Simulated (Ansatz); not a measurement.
**SiNH$_{6}$Br: geometry relaxation (part 2 of 2)**

Continued. System: SiNH$_{6}$Br. Method: RKS CAM-B3LYP-D4/def2-SVP (Ansatz 0.2.0). The input holds or restrains some coordinates. It belongs to a series of runs on one base structure; here: pulled along the bonds that form and break, towards end B.

Geometry of the input (Å):
```
Si -0.6777  0.7767  -0.2238
N  0.2767  -0.9675  0.5177
H  -1.0466  0.5817  -1.6127
H  -1.9103  0.4121  0.5203
H  -0.1601  1.9194  0.5033
H  1.4216  -0.7287  -0.1202
Br 1.7986  0.8246  -1.3086
H  0.4223  -0.9787  1.5153
H  -0.1244  -1.8396  0.2085
```

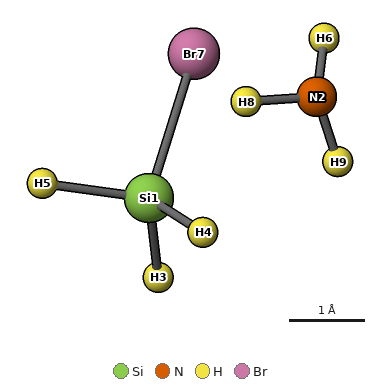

The geometry at step 10 of the log (ball-and-stick view, seen at a tilt; atoms are numbered from 1 in the order of the input).

Trajectory as extended XYZ, continued
```
9
Properties=species:S:1:pos:R:3:forces:R:3 step=2 energy=-79501.79980
Si   -0.6743    0.9067   -0.3102    0.7950  -2.9386   1.6384
N     0.3958   -1.0854    0.5449    1.7610   3.0561  -2.7304
H    -1.0518    0.5868   -1.6343   -0.6071   0.2635  -1.3540
H    -1.9001    0.4188    0.5118    0.5438   0.1912  -0.3497
H    -0.1547    1.9404    0.5071    0.1454   1.3717   0.4220
H     1.3601   -0.8699   -0.0008   -2.5098  -0.7526   1.5453
Br    1.7312    0.9587   -1.3685   -0.1206  -0.0616   0.1012
H     0.4247   -0.9907    1.5389    0.2114  -0.2268   0.8707
H    -0.1308   -1.8655    0.2112   -0.2191  -0.9031  -0.1434
9
Properties=species:S:1:pos:R:3:forces:R:3 step=3 energy=-79501.21035
Si   -0.6639    1.0574   -0.4127    0.4639  -3.0599   1.8944
N     0.5142   -1.2315    0.5914   -2.5893   0.9151   0.4906
H    -1.0715    0.5978   -1.6760   -0.9576   0.3987  -1.7033
H    -1.8689    0.4281    0.4927    1.2057   0.4462  -0.7959
H    -0.1519    1.9840    0.5182    0.0110   1.8038   0.5574
H     1.3347   -1.0251    0.1122    1.8748   0.2019  -0.9191
Br    1.6154    1.0847   -1.4023   -0.2982  -0.1037   0.2066
H     0.4300   -1.0004    1.5668    0.1887  -0.2336   0.2379
H    -0.1381   -1.8950    0.2095    0.1010  -0.3684   0.0313
9
Properties=species:S:1:pos:R:3:forces:R:3 step=4 energy=-79501.27450
Si   -0.6411    1.1221   -0.4646    0.0359  -2.1413   1.4143
N     0.5798   -1.3981    0.6735   -0.5535   0.4235  -0.0363
H    -1.1326    0.6545   -1.7398   -0.8361   0.7581  -0.9223
H    -1.7911    0.4530    0.4435    1.2374   0.1517  -0.6233
H    -0.1833    2.0808    0.5185   -0.4059   1.3487   0.0328
H     1.4038   -1.1344    0.1552   -0.0175  -0.0605   0.0453
Br    1.5052    1.1740   -1.4132    0.1449  -0.3653   0.1856
H     0.4174   -1.0232    1.6005    0.1255  -0.1726  -0.2215
H    -0.1580   -1.9288    0.2262    0.2693   0.0578   0.1254
9
Properties=species:S:1:pos:R:3:forces:R:3 step=5 energy=-79501.88772
Si   -0.6109    1.0939   -0.4606    0.0162  -0.3180   0.2010
N     0.6184   -1.5002    0.7247   -0.1513   0.0484   0.0372
H    -1.2491    0.8038   -1.7853   -0.2283   0.8642   0.1437
H    -1.6481    0.4008    0.4151    0.8222  -0.4527  -0.0657
H    -0.2957    2.2268    0.4693   -0.5394   0.3789  -0.6121
H     1.4209   -1.1897    0.1846   -0.3388  -0.0578   0.1789
Br    1.5077    1.1376   -1.3897   -0.0280  -0.5371   0.3534
H     0.4155   -1.0350    1.6065    0.1013  -0.1565  -0.4101
H    -0.1585   -1.9381    0.2351    0.3461   0.2306   0.1738
9
Properties=species:S:1:pos:R:3:forces:R:3 step=6 energy=-79502.33068
Si   -0.6023    1.0834   -0.4577    0.0358   0.4233  -0.3005
N     0.6205   -1.5348    0.7470   -0.0773  -0.2643   0.2093
H    -1.3054    0.9548   -1.7853   -0.0851   0.5769   0.4437
H    -1.5015    0.2733    0.4329    0.6581  -0.3175  -0.0858
H    -0.3891    2.3188    0.3791   -0.4881  -0.0398  -0.5275
H     1.4245   -1.2305    0.2103   -0.2585   0.0170   0.0969
Br    1.5160    1.0851   -1.3619   -0.2089  -0.5062   0.4097
H     0.4047   -1.0253    1.6009    0.0839  -0.1460  -0.4261
H    -0.1673   -1.9247    0.2345    0.3402   0.2566   0.1803
9
Properties=species:S:1:pos:R:3:forces:R:3 step=7 energy=-79502.63454
Si   -0.5770    1.0860   -0.4705   -0.0905   0.6110  -0.3778
N     0.6116   -1.5536    0.7640    0.0359  -0.5667   0.3567
H    -1.3747    1.0805   -1.7354    0.0288   0.2682   0.2085
H    -1.3369    0.1687    0.4265    0.5003  -0.1376  -0.1342
H    -0.5082    2.3624    0.3041   -0.1732  -0.0414  -0.2712
H     1.4335   -1.2818    0.2412   -0.1913   0.0813   0.0275
Br    1.5457    1.0270   -1.3404   -0.4915  -0.3405   0.4223
H     0.3874   -0.9980    1.5845    0.0776  -0.1122  -0.3801
H    -0.1813   -1.8913    0.2258    0.3039   0.2378   0.1482
9
Properties=species:S:1:pos:R:3:forces:R:3 step=8 energy=-79502.75258
Si   -0.5777    1.0683   -0.4603    0.0776   0.8227  -0.6156
N     0.5992   -1.5766    0.7872   -0.3049  -0.6713   0.4406
H    -1.4021    1.1178   -1.7042    0.0078   0.1058   0.1901
H    -1.2000    0.0602    0.4233    0.2135   0.0418  -0.1194
H    -0.5545    2.3580    0.2897   -0.1170  -0.1037  -0.1141
H     1.4344   -1.3258    0.2736   -0.1157   0.1331  -0.0367
Br    1.5437    0.9801   -1.3187   -0.5568  -0.2338   0.3875
H     0.3626   -0.9114    1.5260    0.2011  -0.2634  -0.4341
H    -0.2055   -1.7705    0.1831    0.5943   0.1688   0.3017
9
Properties=species:S:1:pos:R:3:forces:R:3 step=9 energy=-79502.78610
Si   -0.5813    1.0697   -0.4573    0.1338   0.9323  -0.7122
N     0.5903   -1.5760    0.8059    0.0499  -0.3003   0.7159
H    -1.4492    1.1709   -1.6649    0.0864  -0.0047   0.0718
H    -1.1361    0.0286    0.4107   -0.0093  -0.0153  -0.0320
H    -0.6015    2.3555    0.2932    0.0283  -0.0750  -0.0318
H     1.4641   -1.4035    0.3126   -0.2797   0.0985   0.0961
Br    1.5489    0.9084   -1.2789   -0.6832  -0.0504   0.3093
H     0.3356   -0.7912    1.4222    0.3865  -0.6409  -0.5105
H    -0.1707   -1.7625    0.1563    0.2873   0.0557   0.0934
9
Properties=species:S:1:pos:R:3:forces:R:3 step=10 energy=-79502.80413
Si   -0.6036    1.0654   -0.4645    0.2193   0.8071  -0.6533
N     0.5986   -1.5572    0.8137    0.2865  -0.6596   0.5992
H    -1.4523    1.2200   -1.6738    0.0337   0.0283  -0.0043
H    -1.2056    0.0145    0.3625    0.0314  -0.0722  -0.0143
H    -0.5945    2.3256    0.3221    0.0274  -0.0355   0.0035
H     1.4882   -1.4421    0.3392   -0.1481   0.0945   0.0246
Br    1.5283    0.8589   -1.2700   -0.6816   0.0121   0.2511
H     0.3920   -0.7650    1.4173    0.1327  -0.2228  -0.2069
H    -0.1509   -1.7201    0.1533    0.0988   0.0481   0.0002
9
Properties=species:S:1:pos:R:3:forces:R:3 step=11 energy=-79502.84168
Si   -0.6320    1.0390   -0.5065    0.2509   0.6709  -0.4937
N     0.6033   -1.5186    0.8625    0.6473  -1.0867   0.3121
H    -1.4754    1.3734   -1.6857    0.0559   0.0425   0.0591
H    -1.2612   -0.0913    0.2022    0.0021   0.0656  -0.1697
H    -0.5419    2.1989    0.4238   -0.0044  -0.1204  -0.0379
H     1.5023   -1.4297    0.4005   -0.0807   0.0274   0.0092
Br    1.4818    0.7797   -1.3392   -0.6805   0.0510   0.1564
H     0.4512   -0.7298    1.4651   -0.1550   0.3244   0.1878
H    -0.1280   -1.6216    0.1772   -0.0356   0.0253  -0.0234
9
Properties=species:S:1:pos:R:3:forces:R:3 step=12 energy=-79502.89719
Si   -0.6461    1.0102   -0.5377    0.1043   0.7694  -0.4482
N     0.6183   -1.4855    0.9209    0.7066  -0.9666   0.2118
H    -1.4830    1.5301   -1.6787    0.2324  -0.0952   0.3470
H    -1.3189   -0.1834    0.0416    0.0682   0.2437  -0.2860
H    -0.4891    2.0697    0.5251   -0.0486  -0.3898  -0.2682
H     1.5140   -1.3899    0.4498   -0.0816  -0.0134   0.0331
Br    1.4412    0.7154   -1.4251   -0.6961   0.0616   0.1478
H     0.4654   -0.6650    1.4793   -0.2250   0.3794   0.2472
H    -0.1017   -1.6015    0.2246   -0.0602   0.0109   0.0156
9
Properties=species:S:1:pos:R:3:forces:R:3 step=13 energy=-79502.97246
Si   -0.6429    0.9795   -0.5661    0.0030   0.7433  -0.4381
N     0.6389   -1.4484    0.9775    0.5177  -0.5199   0.1712
H    -1.4735    1.6653   -1.6352    0.3348  -0.2063   0.4425
H    -1.3691   -0.2529   -0.1350    0.1590   0.2988  -0.2715
H    -0.4397    1.9141    0.6105   -0.0555  -0.4579  -0.4040
H     1.5141   -1.3146    0.4737   -0.1215  -0.0278   0.0628
Br    1.4105    0.6682   -1.5264   -0.7142   0.0646   0.1968
H     0.4552   -0.6045    1.5049   -0.1615   0.1049   0.1162
H    -0.0935   -1.6068    0.2959    0.0381   0.0004   0.1240
9
Properties=species:S:1:pos:R:3:forces:R:3 step=14 energy=-79503.07775
Si   -0.6384    0.9554   -0.5952    0.2213   0.4684  -0.5050
N     0.6599   -1.4002    1.0276    0.3552  -0.3460   0.1635
H    -1.4438    1.7825   -1.5602    0.2021  -0.1458   0.2921
H    -1.3818   -0.3051   -0.3276    0.0920   0.2007  -0.1636
H    -0.3855    1.7304    0.6659   -0.0567  -0.2699  -0.2707
H     1.4897   -1.2100    0.4691   -0.1251  -0.0012   0.0506
Br    1.3726    0.6463   -1.6416   -0.6696   0.0651   0.2561
H     0.4317   -0.5682    1.5594   -0.0786   0.0373   0.0831
H    -0.1043   -1.6310    0.4025    0.0594  -0.0086   0.0938
9
Properties=species:S:1:pos:R:3:forces:R:3 step=15 energy=-79503.15302
Si   -0.6222    0.9302   -0.6326    0.3412   0.2902  -0.5448
N     0.6814   -1.3529    1.0757    0.2751  -0.2686   0.1466
H    -1.4099    1.8865   -1.4632    0.0841  -0.0568   0.1069
H    -1.3858   -0.3344   -0.5254    0.0458   0.0663  -0.0639
H    -0.3311    1.5433    0.6905   -0.0198  -0.1052  -0.1020
H     1.4306   -1.0799    0.4430   -0.1257   0.0003   0.0567
Br    1.3417    0.6490   -1.7706   -0.6238   0.0465   0.3434
H     0.4080   -0.5595    1.6440   -0.0158   0.0254   0.0334
H    -0.1126   -1.6823    0.5384    0.0389   0.0018   0.0237
9
Properties=species:S:1:pos:R:3:forces:R:3 step=16 energy=-79503.16120
Si   -0.6221    0.9109   -0.6644    0.4165   0.1926  -0.4993
N     0.6979   -1.3036    1.1179    0.2265  -0.2694   0.0016
H    -1.3757    1.9891   -1.3726    0.0751  -0.1433   0.1082
H    -1.3912   -0.3585   -0.7097    0.0035   0.1546   0.0319
H    -0.2845    1.3560    0.7166   -0.0943  -0.0169  -0.2299
H     1.3874   -0.9750    0.4385   -0.2680  -0.0756   0.1882
Br    1.2999    0.6262   -1.8736   -0.5745   0.0971   0.4001
H     0.3925   -0.5379    1.7090    0.0397  -0.0187  -0.0464
H    -0.1040   -1.7070    0.6380    0.1757   0.0795   0.0456
9
Properties=species:S:1:pos:R:3:forces:R:3 step=17 energy=-79503.17022
Si   -0.6179    0.9114   -0.6585    0.4154   0.1860  -0.5862
N     0.6993   -1.3132    1.1108    0.2479  -0.2507   0.1625
H    -1.3705    1.9672   -1.3810    0.0013  -0.0041  -0.0017
H    -1.4119   -0.3356   -0.6600    0.0021   0.0053   0.0017
H    -0.2881    1.3967    0.6980    0.0032   0.0034  -0.0013
H     1.3954   -0.9626    0.4578   -0.0689  -0.0130   0.0376
Br    1.3020    0.6138   -1.8654   -0.5868   0.0702   0.3982
H     0.3670   -0.5587    1.7003   -0.0089  -0.0005  -0.0051
H    -0.0752   -1.7191    0.5980   -0.0054   0.0033  -0.0058
```

Key numbers

- outcome: converged under the restraints of the input
- total energy: −79503.1703 eV
- mean-field energy: −79503.0295 eV
- largest force (length of the vector) at the end, held atoms and coordinates included: 0.742 eV/Å
- wall time: 26 s (CPU time 49 s)
- peak memory: 0.26 GiB
